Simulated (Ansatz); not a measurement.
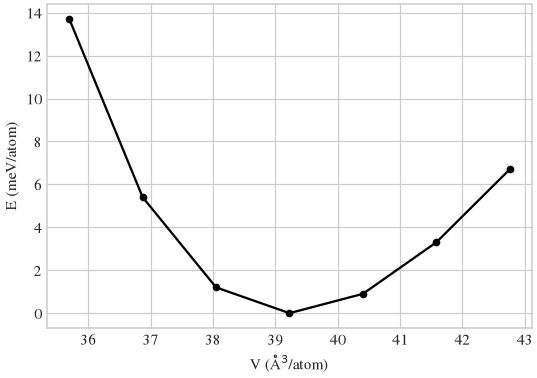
*CuI2 in space group P4/mmm (No. 123; Cu on 1a, I on 2f) under volume change, plane-wave PAW r²SCAN+D4 (Ansatz code), shape and atoms relaxed at each volume.*

**Question.** What does a third-order Birch–Murnaghan fit give for V₀, B₀ and B′?

**Answer.** V₀ = 39.24 Å³/atom, B₀ = 9.6 GPa, B′ = 10.8.

The first step of the workflow began from a Materials Project structure, measured or hypothetical; the Crystallography Open Database copy checked does not list it. Whether it is the stable phase at ambient conditions was not checked. The cell was relaxed with r²SCAN+D4 under the symmetry of its start; phonons show weakly imaginary modes. The run is not spin-polarised. Scalar-relativistic: spin–orbit coupling is off unless named, which matters more the heavier the elements.

Potentials: the later of the program's two PAW sets.
